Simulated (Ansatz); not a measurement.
# C2HF2Si radical: a ladder of functionals and wavefunction methods, part 2 of 2

Ansatz 0.2.0, Gaussian basis; functionals in def2-TZVPP, the program's frozen cores in correlated methods.

### Step 15. LC-ωPBE-D4 (range-separated)

The program lends it the D4 damping of PBE0, so the term is taken off below.

The input, in.yaml:

```yaml
crystal:
  periodic: [false, false, false]
  atoms:
    - {symbol: C, position_ang: [-0.085898, 0.313442, 1.696404]}
    - {symbol: C, position_ang: [-0.084922, 0.112394, 0.506336]}
    - {symbol: Si, position_ang: [-0.336347, -0.088597, -1.273296]}
    - {symbol: F, position_ang: [-0.155976, -1.617160, -1.664255]}
    - {symbol: F, position_ang: [0.771508, 0.732672, -2.060734]}
    - {symbol: H, position_ang: [-0.066364, 0.483250, 2.749346]}
basis:
  gaussian: {orbitals: def2-TZVPP}
magnetization: {spin_polarized: true, initial_magnetization: 1}
hamiltonian: {xc: {name: LC-wPBE}, dispersion: d4}
output: {orbitals: {seedname: orbitals}}
```

Log, cut to the lines that bear on the results:

```text
WARN the engine holds no damping parameters fitted to this dispersion correction and functional, so the run takes those fitted to pbe0 (hamiltonian.dispersion, under Limitations)
Functional definition: LC-wPBE
  name "LC-wPBE"
  cite "Vydrov & Scuseria, J. Chem. Phys. 125, 234109 (2006) doi:10.1063/1.2409292"
  cite "Heyd & Scuseria, J. Chem. Phys. 120, 7274 (2004) doi:10.1063/1.1668634"
  cite "Ernzerhof & Perdew, J. Chem. Phys. 109, 3313 (1998) doi:10.1063/1.476928"
  cite "Perdew, Burke & Ernzerhof, Phys. Rev. Lett. 77, 3865 (1996) doi:10.1103/PhysRevLett.77.3865"
  parent pbe
[...]
1019 factors; their error is unknown
288 factors; integrals over basis functions are off by at most 6.2e-5 eV
[...]
mean field -15398.16079672 eV, -565.8719720310 hartree, gradient 4.9e-5 eV, S^2 0.752977; 0 other end points of the search recorded, 0 dependent functions left out
reference -15398.16079672 eV, -565.8719720313 hartree; 23, 22 occupied and 157, 158 virtual orbitals, 1019 factors
Total energy: -15398.26417116 eV, -565.8757709717 hartree
```

It took 2.8 s on 4 threads, shared host; peak memory 0.41 GiB.

With the free atoms at this level, -15370.345 eV in sum, the atomisation energy is 2683.8 kJ/mol. HOMO -9.73 eV, LUMO -0.48 eV.

### Step 16. ωB97X-V (range-separated)

in.yaml: that of step 15 with these lines changed.

```diff
@@ -12,3 +12,3 @@
 magnetization: {spin_polarized: true, initial_magnetization: 1}
-hamiltonian: {xc: {name: LC-wPBE}, dispersion: d4}
+hamiltonian: {xc: {name: wB97X-V}}
 output: {orbitals: {seedname: orbitals}}
```

Log, cut to the lines that bear on the results:

```text
Functional definition: wB97X-V
  name "wB97X-V"
  cite "Mardirossian & Head-Gordon, Phys. Chem. Chem. Phys. 16, 9904 (2014) doi:10.1039/C3CP54374A"
  cite "Becke, J. Chem. Phys. 107, 8554 (1997) doi:10.1063/1.475007"
  cite "Vydrov & Van Voorhis, J. Chem. Phys. 133, 244103 (2010) doi:10.1063/1.3521275"
[...]
      + integral(e_c_pw_opposite_spin*poly(b97_u_opposite, cos0, cos1)) + vv10(b, c)
1022 factors; their error is unknown
205 factors; integrals over basis functions are off by at most 1.1e-5 eV
[...]
mean field -15401.56830733 eV, -565.9971957363 hartree, gradient 5.6e-5 eV, S^2 0.752232; 0 other end points of the search recorded, 0 dependent functions left out
reference -15401.56830631 eV, -565.9971956991 hartree; 23, 22 occupied and 157, 158 virtual orbitals, 1022 factors
Total energy: -15401.56830631 eV, -565.9971956991 hartree
```

It took 7 s on 4 threads, shared host; peak memory 0.6 GiB.

With the free atoms at this level, -15373.873 eV in sum, the atomisation energy is 2672.2 kJ/mol. HOMO -9.18 eV, LUMO -1.09 eV.

### Step 17. ωB97M-V (range-separated)

in.yaml: that of step 16 with these lines changed.

```diff
@@ -12,3 +12,3 @@
 magnetization: {spin_polarized: true, initial_magnetization: 1}
-hamiltonian: {xc: {name: wB97X-V}}
-output: {orbitals: {seedname: orbitals}}
+hamiltonian: {xc: {name: wB97M-V}}
+output: {forces: true, orbitals: {seedname: orbitals}}
```

Log, cut to the lines that bear on the results:

```text
Functional definition: wB97M-V
  name "wB97M-V"
  cite "Mardirossian & Head-Gordon, J. Chem. Phys. 144, 214110 (2016) doi:10.1063/1.4952647"
  cite "Becke, J. Chem. Phys. 107, 8554 (1997) doi:10.1063/1.475007"
  cite "Vydrov & Van Voorhis, J. Chem. Phys. 133, 244103 (2010) doi:10.1063/1.3521275"
  # Of w^i u^j: cxij and so on, Table III.
[...]
  gx(w, u) = 1 - cx + cx01*u + cx10*w
  gss(w, u) = css00 + css04*u^4 + css10*w + css20*w^2 + css43*w^4*u^3
  gos(w, u) = cos00 + cos10*w + (cos20 + cos21*u)*w^2 + (cos60 + cos61*u)*w^6
[...]
      + integral(e_c_pw_mod_opposite_spin*gos(b97_w_opposite, b97_u_opposite)) + vv10(b, c)
1022 factors; their error is unknown
205 factors; integrals over basis functions are off by at most 1.1e-5 eV
[...]
mean field -15403.00696310 eV, -566.0500653610 hartree, gradient 7.3e-5 eV, S^2 0.751415; 0 other end points of the search recorded, 0 dependent functions left out
[...]
reference -15403.00700430 eV, -566.0500668747 hartree; 23, 22 occupied and 157, 158 virtual orbitals, 1022 factors
Total energy: -15403.00700430 eV, -566.0500668747 hartree
Atom 0 at    -0.085898     0.313442     1.696404 Å, force     0.010896    -0.037386    -0.195952 eV/Å
Atom 1 at    -0.084922     0.112394     0.506336 Å, force     0.045983     0.055032     0.433999 eV/Å
Atom 2 at    -0.336347    -0.088597    -1.273296 Å, force    -0.258831     0.092840    -0.055051 eV/Å
Atom 3 at    -0.155976    -1.617160    -1.664255 Å, force     0.047135    -0.190109    -0.022377 eV/Å
Atom 4 at     0.771508     0.732672    -2.060734 Å, force     0.158967     0.093183    -0.070122 eV/Å
Atom 5 at    -0.066364     0.483250     2.749346 Å, force    -0.004150    -0.013561    -0.090498 eV/Å
Dipole moment:    -0.191100     0.141974     0.394600 e Å
```

It took 8.5 s on 4 threads, shared host; peak memory 0.65 GiB.

With the free atoms at this level, -15375.248 eV in sum, the atomisation energy is 2678.4 kJ/mol. HOMO -8.77 eV, LUMO -1.24 eV.

### Step 18. B2PLYP (double hybrid)

in.yaml: that of step 17 with these lines changed.

```diff
@@ -12,3 +12,2 @@
 magnetization: {spin_polarized: true, initial_magnetization: 1}
-hamiltonian: {xc: {name: wB97M-V}}
-output: {forces: true, orbitals: {seedname: orbitals}}
+hamiltonian: {xc: {name: B2PLYP}}
```

Log, cut to the lines that bear on the results:

```text
Functional definition: B2PLYP
  name "B2PLYP"
  cite "Grimme, J. Chem. Phys. 124, 034108 (2006) doi:10.1063/1.2148954"
  cite "Becke, Phys. Rev. A 38, 3098 (1988) doi:10.1103/PhysRevA.38.3098"
  cite "Lee, Yang & Parr, Phys. Rev. B 37, 785 (1988) doi:10.1103/PhysRevB.37.785"
[...]
1130 factors; integrals over basis functions are off by at most 9.9e-4 eV
[...]
mean field -15389.96898044 eV, -565.5709283354 hartree, gradient 7.2e-6 eV, S^2 0.753725; 0 other end points of the search recorded, 0 dependent functions left out
9 core orbitals not correlated: weight in the atoms' cores, before any rotation towards them, 1.000 or more for the frozen orbitals, at most 0.000 for the correlated occupied ones
reference -15389.96912353 eV, -565.5709335940 hartree; 14, 13 occupied and 157, 158 virtual orbitals, 1130 factors
second order -29.05066423 eV of doubles, -0.00000000 eV of singles
Total energy: -15397.81280287 eV, -565.8591834932 hartree
```

Run time: 3.9 s. Hardware: 4 threads, shared host; peak memory 0.47 GiB.

With the free atoms at this level, -15370.165 eV in sum, the atomisation energy is 2667.6 kJ/mol.

### Step 19. PBE-QIDH (double hybrid)

in.yaml: that of step 18 with these lines changed.

```diff
@@ -12,2 +12,2 @@
 magnetization: {spin_polarized: true, initial_magnetization: 1}
-hamiltonian: {xc: {name: B2PLYP}}
+hamiltonian: {xc: {name: PBE-QIDH}}
```

Log, cut to the lines that bear on the results:

```text
Functional definition: PBE-QIDH
  name "PBE-QIDH"
  cite "Brémond, Sancho-García, Pérez-Jiménez & Adamo, J. Chem. Phys. 141, 031101 (2014) doi:10.1063/1.4890314"
  cite "Perdew, Burke & Ernzerhof, Phys. Rev. Lett. 77, 3865 (1996) doi:10.1103/PhysRevLett.77.3865"
[...]
1130 factors; integrals over basis functions are off by at most 9.9e-4 eV
[...]
mean field -15382.09110285 eV, -565.2814216738 hartree, gradient 2.1e-6 eV, S^2 0.755076; 2 other end points of the search recorded, 0 dependent functions left out
9 core orbitals not correlated: weight in the atoms' cores, before any rotation towards them, 1.000 or more for the frozen orbitals, at most 0.000 for the correlated occupied ones
reference -15382.09111379 eV, -565.2814220761 hartree; 14, 13 occupied and 157, 158 virtual orbitals, 1130 factors
second order -26.94878246 eV of doubles, -0.00000000 eV of singles
Total energy: -15391.07404128 eV, -565.6115385724 hartree
```

Run time: 5.5 s. Hardware: 4 threads, shared host; peak memory 0.41 GiB.

Atomisation energy: 2669.7 kJ/mol (free atoms -15363.405 eV, run apart).

### Step 20. Frontier levels by functional

Dipoles come from the runs that computed forces. Levels are read from the orbital files that the runs wrote (highest filled and lowest empty over both spins):

| functional | HOMO (eV) | LUMO (eV) | gap (eV) | dipole (D) |
| --- | --- | --- | --- | --- |
| LDA (SPW92) | -5.71 | -4.29 | 1.42 |  |
| PBE-D4 | -5.71 | -3.80 | 1.91 | 2.07 |
| revPBE-D4 | -5.68 | -3.61 | 2.07 |  |
| BLYP-D4 | -5.52 | -3.86 | 1.67 |  |
| r2SCAN-D4 | -6.10 | -3.32 | 2.79 | 2.16 |
| B97M-V | -5.72 | -4.07 | 1.65 |  |
| PBE0-D4 | -7.01 | -2.87 | 4.14 |  |
| B3LYP-D4 | -6.72 | -3.30 | 3.42 | 2.22 |
| r2SCANh-D4 | -6.58 | -3.02 | 3.55 |  |
| r2SCAN0-D4 | -7.29 | -2.59 | 4.69 |  |
| HSE06-D4 | -6.60 | -3.25 | 3.35 |  |
| BHLYP-D4 | -8.14 | -2.10 | 6.05 |  |
| CAM-B3LYP-D4 | -8.29 | -2.01 | 6.27 |  |
| LC-ωPBE | -9.73 | -0.48 | 9.25 |  |
| ωB97X-V | -9.18 | -1.09 | 8.09 |  |
| ωB97M-V | -8.77 | -1.24 | 7.53 | 2.21 |

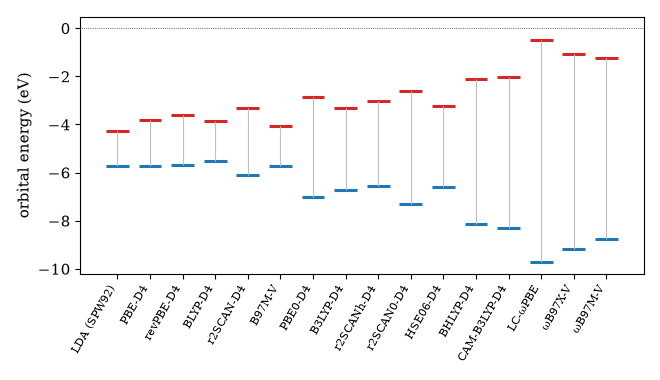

Highest occupied (blue) and lowest empty (red) level by functional.

### Step 21. CCSD(T) in def2-SVP

in.yaml: that of step 19 with these lines changed.

```diff
@@ -10,4 +10,5 @@
 basis:
-  gaussian: {orbitals: def2-TZVPP}
+  gaussian: {orbitals: def2-SVP}
 magnetization: {spin_polarized: true, initial_magnetization: 1}
-hamiltonian: {xc: {name: PBE-QIDH}}
+correlation: {method: ccsd_t}
+scf: {omitted_lower_state_checks: [cluster_reference]}
```

Log, cut to the lines that bear on the results:

```text
Functional definition: HF
  name "HF"
  cite "Fock, Z. Phys. 61, 126 (1930) doi:10.1007/BF01340294"
  parent pbe
[...]
765 factors; integrals over basis functions are off by at most 1.3e-3 eV
[...]
mean field -15342.82412349 eV, -563.8383867987 hartree, gradient 2.5e-6 eV, S^2 0.774450; 2 other end points of the search recorded, 0 dependent functions left out
9 core orbitals not correlated: weight in the atoms' cores, before any rotation towards them, 1.000 or more for the frozen orbitals, at most 0.000 for the correlated occupied ones
reference -15342.82412349 eV, -563.8383867987 hartree; 14, 13 occupied and 56, 57 virtual orbitals, 765 factors
second order -18.57143166 eV of doubles, -0.00000000 eV of singles
cycle   1  -18.48414610 eV  change    8.7e-2 eV  update   1.1e-1
[...]
cycle  11  -19.10986243 eV  change    3.1e-6 eV  update   2.3e-5
perturbative correction -0.52850214 eV, -0.0194220953 hartree
Total energy: -15362.46248806 eV, -564.5600833850 hartree
Checks for a lower state left out: cluster_reference
```

It took 5.5 s on 4 threads, shared host; peak memory 0.46 GiB.

### Step 22. CCSD(T) in def2-TZVPP

in.yaml: that of step 21 with these lines changed.

```diff
@@ -10,3 +10,3 @@
 basis:
-  gaussian: {orbitals: def2-SVP}
+  gaussian: {orbitals: def2-TZVPP}
 magnetization: {spin_polarized: true, initial_magnetization: 1}
@@ -14 +14,2 @@
 scf: {omitted_lower_state_checks: [cluster_reference]}
+output: {orbitals: {seedname: orbitals}}
```

Log, cut to the lines that bear on the results:

```text
Functional definition: HF
  name "HF"
  cite "Fock, Z. Phys. 61, 126 (1930) doi:10.1007/BF01340294"
  parent pbe
[...]
1130 factors; integrals over basis functions are off by at most 9.9e-4 eV
[...]
mean field -15355.48527702 eV, -564.3036756088 hartree, gradient 1.6e-6 eV, S^2 0.771677; 2 other end points of the search recorded, 0 dependent functions left out
9 core orbitals not correlated: weight in the atoms' cores, before any rotation towards them, 1.000 or more for the frozen orbitals, at most 0.000 for the correlated occupied ones
reference -15355.48527702 eV, -564.3036756088 hartree; 14, 13 occupied and 157, 158 virtual orbitals, 1130 factors
second order -23.94751677 eV of doubles, -0.00000000 eV of singles
cycle   1  -23.55094910 eV  change    4.0e-1 eV  update   1.1e-1
[...]
cycle  11  -24.27093837 eV  change    3.0e-5 eV  update   2.6e-5
perturbative correction -0.95362442 eV, -0.0350450510 hartree
Total energy: -15380.70983981 eV, -565.2306611935 hartree
Checks for a lower state left out: cluster_reference
```

Run time: 2.1 min. Hardware: 4 threads, shared host; peak memory 4.7 GiB.

### Step 23. MP2 in def2-QZVPP

in.yaml: that of step 22 with these lines changed.

```diff
@@ -10,6 +10,5 @@
 basis:
-  gaussian: {orbitals: def2-TZVPP}
+  gaussian: {orbitals: "def2-QZVPP.json"}
 magnetization: {spin_polarized: true, initial_magnetization: 1}
-correlation: {method: ccsd_t}
+correlation: {method: mp2}
 scf: {omitted_lower_state_checks: [cluster_reference]}
-output: {orbitals: {seedname: orbitals}}
```

Log, cut to the lines that bear on the results:

```text
Functional definition: HF
  name "HF"
  cite "Fock, Z. Phys. 61, 126 (1930) doi:10.1007/BF01340294"
  parent pbe
[...]
2007 factors; integrals over basis functions are off by at most 1.2e-3 eV
[...]
mean field -15356.09498372 eV, -564.3260819165 hartree, gradient 3.3e-6 eV, S^2 0.771742; 2 other end points of the search recorded, 0 dependent functions left out
9 core orbitals not correlated: weight in the atoms' cores, before any rotation towards them, 1.000 or more for the frozen orbitals, at most 0.000 for the correlated occupied ones
reference -15356.09498372 eV, -564.3260819165 hartree; 14, 13 occupied and 305, 306 virtual orbitals, 2007 factors
second order -26.01811164 eV of doubles, -0.00000000 eV of singles
Total energy: -15382.11309535 eV, -565.2822298834 hartree
Checks for a lower state left out: cluster_reference
```

Run time: 18 s. Hardware: 4 threads, shared host; peak memory 1.2 GiB.

Energy pieces by basis (eV):

| basis | HF | MP2 correlation | CCSD correlation | (T) | total |
| --- | --- | --- | --- | --- | --- |
| def2-SVP | -15342.8241 | -18.5714 | -19.1099 | -0.5285 | -15362.4625 |
| def2-TZVPP | -15355.4853 | -23.9475 | -24.2709 | -0.9536 | -15380.7098 |
| def2-QZVPP | -15356.0950 | -26.0181 |  |  | -15382.1131 (MP2) |

The report of the def2-TZVPP run gives T1 = 0.0172.

### Step 24. Extrapolating to the complete basis

No new run: Hartree-Fock is extrapolated as exp(−7.88√X) and correlation as X^−2.97, with X = 3 and 4; only MP2 was run in the larger set, so CCSD(T) minus MP2 is added from the smaller one.

| level | energy at the limit (eV) |
| --- | --- |
| HF | -15356.1790 |
| MP2 | -15383.7308 |
| CCSD | -15384.0543 |
| CCSD(T) | -15385.0079 |

### Step 25. RPA on PBE orbitals

in.yaml: that of step 23 with these lines changed.

```diff
@@ -10,5 +10,5 @@
 basis:
-  gaussian: {orbitals: "def2-QZVPP.json"}
+  gaussian: {orbitals: def2-TZVPP}
 magnetization: {spin_polarized: true, initial_magnetization: 1}
-correlation: {method: mp2}
-scf: {omitted_lower_state_checks: [cluster_reference]}
+hamiltonian: {xc: pbe}
+correlation: {method: rpa}
```

Log, cut to the lines that bear on the results:

```text
Functional definition: PBE
  name "PBE"
  cite "Perdew, Burke & Ernzerhof, Phys. Rev. Lett. 77, 3865 (1996) doi:10.1103/PhysRevLett.77.3865"
  parent pbe
[...]
1130 factors; integrals over basis functions are off by at most 9.9e-4 eV
[...]
mean field -15393.58702960 eV, -565.7038891899 hartree, gradient 3.9e-6 eV, S^2 0.751584; 2 other end points of the search recorded, 0 dependent functions left out
9 core orbitals not correlated: weight in the atoms' cores, before any rotation towards them, 1.000 or more for the frozen orbitals, at most 0.000 for the correlated occupied ones
reference -15353.78420946 eV, -564.2411625290 hartree; 14, 13 occupied and 157, 158 virtual orbitals, 1130 factors
Total energy: -15390.85644747 eV, -565.6035421475 hartree
```

Run time: 4.4 s. Hardware: 4 threads, shared host; peak memory 0.47 GiB.

RPA correlation: -37.072 eV. No RPA run of the hydrogen atom was made, so RPA has no atomisation energy below.

### Step 26. The ladder

Free atoms (2 C, 1 Si, 2 F, 1 H) were run apart at each level; the atomisation energy is their sum less the molecule, without zero-point or spin-orbit terms.

Differences are taken before rounding.

| method | rung | atoms, summed (eV) | atomisation energy (kJ/mol) | from CCSD(T)/CBS (kJ/mol) | time |
| --- | --- | --- | --- | --- | --- |
| LDA (SPW92) | LDA | -15287.917 | 3115.1 | +428.5 | 1.1 s |
| PBE-D4 | GGA | -15364.983 | 2771.8 | +85.1 | 2.1 s |
| revPBE-D4 | GGA | -15373.901 | 2682.0 | -4.7 | 1.9 s |
| BLYP-D4 | GGA | -15376.877 | 2699.9 | +13.2 | 2.1 s |
| r2SCAN-D4 | meta-GGA | -15373.408 | 2705.6 | +19.0 | 5.5 s |
| B97M-V | meta-GGA | -15373.699 | 2685.1 | -1.6 | 7 s |
| PBE0-D4 | hybrid | -15366.640 | 2682.1 | -4.6 | 2.7 s |
| B3LYP-D4 | hybrid | -15378.610 | 2670.3 | -16.3 | 3.2 s |
| r2SCANh-D4 | hybrid | -15373.264 | 2673.3 | -13.3 | 4.9 s |
| r2SCAN0-D4 | hybrid | -15373.062 | 2626.7 | -59.9 | 5.5 s |
| HSE06-D4 | hybrid | -15366.105 | 2684.5 | -2.2 | 2.6 s |
| BHLYP-D4 | hybrid | -15376.076 | 2553.6 | -133.0 | 2.7 s |
| CAM-B3LYP-D4 | range-separated | -15375.615 | 2689.0 | +2.3 | 3 s |
| LC-ωPBE | range-separated | -15370.345 | 2683.8 | -2.8 | 2.8 s |
| ωB97X-V | range-separated | -15373.873 | 2672.2 | -14.5 | 7 s |
| ωB97M-V | range-separated | -15375.248 | 2678.4 | -8.3 | 8.5 s |
| B2PLYP | double hybrid | -15370.165 | 2667.6 | -19.0 | 3.9 s |
| PBE-QIDH | double hybrid | -15363.405 | 2669.7 | -17.0 | 5.5 s |
| HF/def2-TZVPP | wavefunction | -15335.227 | 1954.6 | -732.0 |  |
| MP2/def2-TZVPP | wavefunction | -15351.114 | 2732.3 | +45.7 |  |
| CCSD/def2-TZVPP | wavefunction | -15353.379 | 2545.0 | -141.6 |  |
| CCSD(T)/def2-SVP | wavefunction | -15336.748 | 2481.1 | -205.5 | 5.5 s |
| CCSD(T)/def2-TZVPP | wavefunction | -15353.744 | 2601.8 | -84.8 | 2.1 min |
| MP2/CBS | wavefunction | -15354.533 | 2817.2 | +130.5 |  |
| CCSD(T)/CBS | wavefunction | -15357.163 | 2686.6 | 0 | 2.4 min |

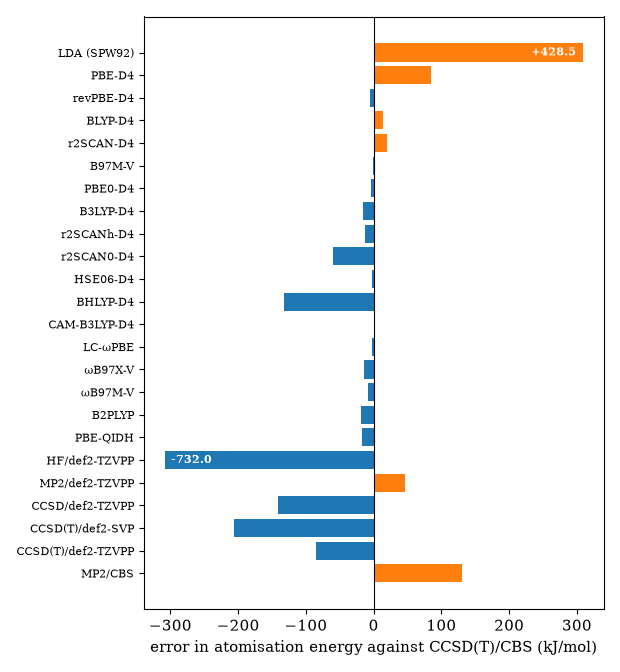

Deviations from CCSD(T)/CBS, method by method. Bars with a number in them are cut short.

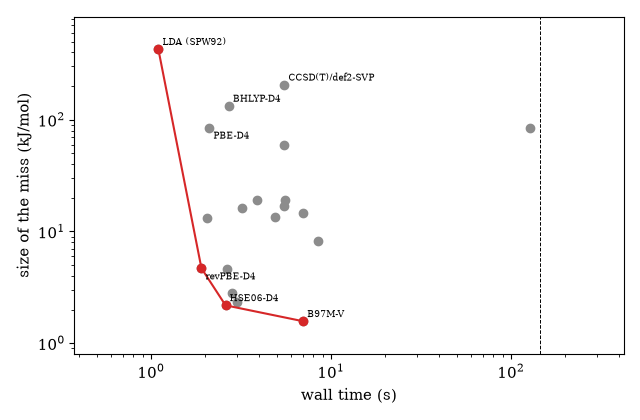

Accuracy for the time spent; red marks the levels that beat every quicker one drawn (of those quicker than the yardstick), and the dashed line is the time of CCSD(T)/CBS. Only those levels and the largest misses are named. Times are from a shared host.

LDA (SPW92), LC-ωPBE, B2PLYP, PBE-QIDH carry no dispersion term (for B3LYP, D4 adds 19.4 kJ/mol).

Times are those of the molecule's run; HF, MP2 and CCSD come out of the CCSD(T) runs, and the limit's time is the sum of the runs that it needs.

### Step 27. Summary of results

This closing draws on all 2 parts.

```
                               quantity                                                                                      value
        atomisation energy, CCSD(T)/CBS                                                                              2686.6 kJ/mol
 functionals within 13.4 kJ/mol (0.5 %)  revPBE-D4, BLYP-D4, B97M-V, PBE0-D4, r2SCANh-D4, HSE06-D4, CAM-B3LYP-D4, LC-ωPBE, ωB97M-V
                    farthest beyond LDA                                                                   BHLYP-D4 (-133.0 kJ/mol)
                mean size of error, GGA                                                                                34.3 kJ/mol
           mean size of error, meta-GGA                                                                                10.3 kJ/mol
             mean size of error, hybrid                                                                                38.2 kJ/mol
    mean size of error, range-separated                                                                                 7.0 kJ/mol
      mean size of error, double hybrid                                                                                18.0 kJ/mol
              gap, smallest and largest                                                   1.42 eV (LDA (SPW92)), 9.25 eV (LC-ωPBE)
                          T1 diagnostic                                                                                     0.0172
triples share of the correlation energy                                                                                      3.8 %
```

What this shows: LDA overbinds by 428.5 kJ/mol (16 %). PBE-D4 is off by +85.1 kJ/mol. Double hybrids carry the basis error of their MP2 part in triple zeta, and no dispersion term here, so their miss is partly the set-up's. The rungs range-separated, meta-GGA miss on average by less than the doubt on the reference (13.4 kJ/mol), so they tie. Misses under about 13.4 kJ/mol are within the doubt on the reference itself, which lacks core-valence correlation, relativity and higher excitations. Hartree-Fock recovers 73 % of the binding; the rest is correlation. CCSD(T) in def2-SVP is off by -205.5 kJ/mol, so the small basis spoils what the method gains. Orbital gaps span 1.4 to 9.3 eV; exact exchange widens them.

For cost: B97M-V gets within 1.6 kJ/mol in 7 s, where CCSD(T)/CBS took 2.4 min; the quickest level in the cost chart, LDA (SPW92), takes 1.1 s and misses by 428.5 kJ/mol.
